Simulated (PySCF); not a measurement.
# SiO (SMILES O=[Si]): SVWN5/STO-3G

Aim: the vertical ionisation energy of SiO at SVWN5/STO-3G, from 2 runs. The job is set up through a Python script.

The calculation is run with PySCF 2.14.0.

32 further runs of the same task are left out: 14 that didn't finish, 18 set aside as unsound or not needed.

### Step 1. The system as given

SiO has 2 atoms, charge 0, and is taken as a singlet. As SMILES, `O=[Si]`. The shape is that of a PBE0-D4/def2-TZVP optimisation.

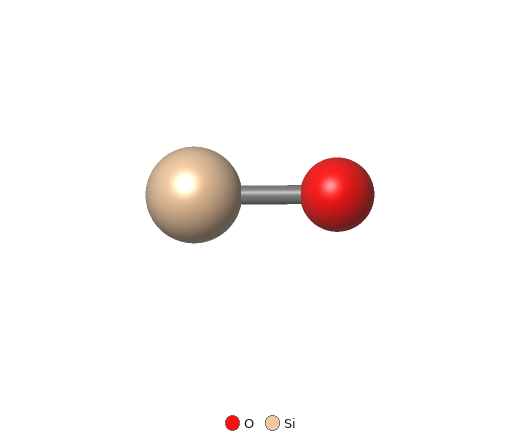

The structure, seen from a chosen angle (oxygen red, silicon light orange).

### Step 2. A single-point energy at SVWN5/STO-3G

The input, calc.py:

```python
# O=[Si]
from pyscf import gto, dft

molecule = gto.M(
    atom='''
O     -1.210748     0.437472    -0.612271
Si     1.210748    -0.437472     0.612271
''',
    spin=0,
    verbose=4,
    basis='sto-3g',
    unit='bohr',
    max_memory=1860,
    charge=0,
)

myscf = dft.RKS(molecule)
myscf.xc = 'svwn'
myscf.grids.level = 5
myscf.conv_tol = 1e-10
myscf.kernel()
if not myscf.converged:
    myscf = myscf.newton().run(myscf.mo_coeff, myscf.mo_occ)

etot = myscf.e_tot
print('E(%s) = %.9f' % ('SVWN5', etot))
```

Run with:

```bash
OMP_NUM_THREADS=1 python calc.py
```

The program printed:

```text
PySCF version 2.14.0

[INPUT] num. atoms = 2
[INPUT] num. electrons = 22
[INPUT] charge = 0
[INPUT] spin (= nelec alpha-beta = 2S) = 0
[INPUT] symmetry False subgroup None
[INPUT] Mole.unit = bohr
[INPUT] Symbol           X                Y                Z      unit          X                Y                Z       unit  Magmom
[INPUT]  1 O     -0.640700249767   0.231500212816  -0.323999860107 AA   -1.210748000000   0.437472000000  -0.612271000000 Bohr   0.0
[INPUT]  2 Si     0.640700249767  -0.231500212816   0.323999860107 AA    1.210748000000  -0.437472000000   0.612271000000 Bohr   0.0

nuclear repulsion = 39.2833210508987
number of shells = 8
number of NR pGTOs = 42
number of NR cGTOs = 14
basis = sto-3g
ecp = {}

******** <class 'pyscf.dft.rks.RKS'> ********
method = RKS
initial guess = minao
damping factor = 0
level_shift factor = 0
DIIS = <class 'pyscf.scf.diis.CDIIS'>
diis_start_cycle = 1
diis_space = 8
diis_damp = 0
SCF conv_tol = 1e-10
SCF conv_tol_grad = None
SCF max_cycles = 50
direct_scf = True
direct_scf_tol = 1e-13
XC library pyscf.dft.libxc version 7.0.0
    S. Lehtola, C. Steigemann, M. J.T. Oliveira, and M. A.L. Marques.,  SoftwareX 7, 1–5 (2018)
XC functionals = svwn
    P. A. M. Dirac.,  Math. Proc. Cambridge Philos. Soc. 26, 376 (1930)
    F. Bloch.,  Z. Phys. 57, 545 (1929)
    S. H. Vosko, L. Wilk, and M. Nusair.,  Can. J. Phys. 58, 1200 (1980)
radial grids:
    Treutler-Ahlrichs [JCP 102, 346 (1995); DOI:10.1063/1.469408] (M4) radial grids

becke partition: Becke, JCP 88, 2547 (1988); DOI:10.1063/1.454033
pruning grids: <function nwchem_prune>
grids dens level: 5
symmetrized grids: False
atomic radii adjust function: <function treutler_atomic_radii_adjust>
small_rho_cutoff = 0
Set gradient conv threshold to 1e-05
Initial guess from minao.
tot grids = 86536
init E= -358.474831249206
  HOMO = -0.262685102370176  LUMO = -0.0188769548257514  gap/eV = 6.63436
cycle= 1 E= -358.238194253393  delta_E= 0.237  |g|= 0.835  |ddm|= 2.04
  HOMO = 0.16600276521041  LUMO = 0.39703969199034  gap/eV = 6.28683
cycle= 2 E= -354.359373400486  delta_E= 3.88  |g|= 2.64  |ddm|= 4.65
  HOMO = -0.111124833191838  LUMO = 0.099443506372505  gap/eV = 5.72986
cycle= 3 E= -358.5173524899  delta_E= -4.16  |g|= 0.391  |ddm|= 4.18
  HOMO = -0.125163099451402  LUMO = 0.0891613323728005  gap/eV = 5.83206
cycle= 4 E= -358.511257835868  delta_E= 0.00609  |g|= 0.411  |ddm|= 0.112
  HOMO = -0.125691086525229  LUMO = 0.0866790622571435  gap/eV = 5.77889
cycle= 5 E= -358.494385019049  delta_E= 0.0169  |g|= 0.464  |ddm|= 0.0876
  HOMO = -0.102181893280399  LUMO = 0.0926811808591667  gap/eV = 5.30249
cycle= 6 E= -358.562483093146  delta_E= -0.0681  |g|= 0.142  |ddm|= 0.67
  HOMO = -0.108626230345108  LUMO = 0.0906780296308641  gap/eV = 5.42335
cycle= 7 E= -358.568241578722  delta_E= -0.00576  |g|= 0.00491  |ddm|= 0.147
  HOMO = -0.108384789148179  LUMO = 0.0907571487959505  gap/eV = 5.41893
cycle= 8 E= -358.568248708027  delta_E= -7.13e-06  |g|= 5.93e-05  |ddm|= 0.00505
  HOMO = -0.108390146868734  LUMO = 0.0907526161018932  gap/eV = 5.41895
cycle= 9 E= -358.568248709067  delta_E= -1.04e-09  |g|= 4.51e-06  |ddm|= 6.46e-05
  HOMO = -0.108389990711501  LUMO = 0.0907527104840211  gap/eV = 5.41895
cycle= 10 E= -358.568248709073  delta_E= -5.74e-12  |g|= 1.92e-07  |ddm|= 4.81e-06
  HOMO = -0.108390022851807  LUMO = 0.0907526997732676  gap/eV = 5.41895
Extra cycle  E= -358.568248709073  delta_E= 5.68e-14  |g|= 9.34e-07  |ddm|= 1.15e-06
converged SCF energy = -358.568248709073
E(SVWN5) = -358.568248709
```

Run time: 1.2 s. Hardware: 1 thread of Arm Neoverse V1, shared host; peak memory 0.13 GiB.

### Step 3. The doublet cation at the same level

The input, job.py:

```python
from pyscf import gto, dft

mol = gto.M(
    atom='''
O     -1.210748     0.437472    -0.612271
Si     1.210748    -0.437472     0.612271
''',
    max_memory=1860,
    spin=1,
    unit='bohr',
    charge=1,
    basis='sto-3g',
    verbose=3,
)

mf = dft.UKS(mol, xc='svwn')
mf.conv_tol = 1e-10
mf.grids.level = 5
mf.kernel()
if not mf.converged:
    mf = mf.newton().run(mf.mo_coeff, mf.mo_occ)

e_tot = mf.e_tot
print(f'total energy: {e_tot:.8f} hartree')
```

Run with:

```bash
OMP_NUM_THREADS=1 python job.py
```

The program printed:

```text
converged SCF energy = -358.263975400572  <S^2> = 0.75154211  2S+1 = 2.0015415
total energy: -358.26397540 hartree
```

Run time: 1.6 s. Hardware: 1 thread of Arm Neoverse V1, shared host; peak memory 0.13 GiB.

### Step 4. Summary of results

Level: SVWN5/STO-3G.

| quantity | value |
| --- | --- |
| singlet SiO: total energy | -358.56825 Eh |
| singlet SiO: dipole moment | 1.06 D |
| singlet SiO: HOMO energy | -2.95 eV |
| singlet SiO: LUMO energy | 2.47 eV |
| singlet SiO: HOMO–LUMO gap | 5.42 eV |
| doublet cation: total energy | -358.26398 Eh |
| doublet cation: HOMO energy (highest over α and β) | -14.49 eV |
| doublet cation: LUMO energy (lowest over α and β) | -13.48 eV |
| doublet cation: ⟨S²⟩ | 0.752 |
| vertical ionisation energy (to the doublet cation) | 8.280 eV |

In words: Removing an electron at fixed nuclei costs 8.28 eV (799 kJ/mol). −ε(HOMO) before ionisation, 2.95 eV, is 5.33 eV below this ionisation energy. In a minimal basis such a difference can be off by several eV, whatever the method.
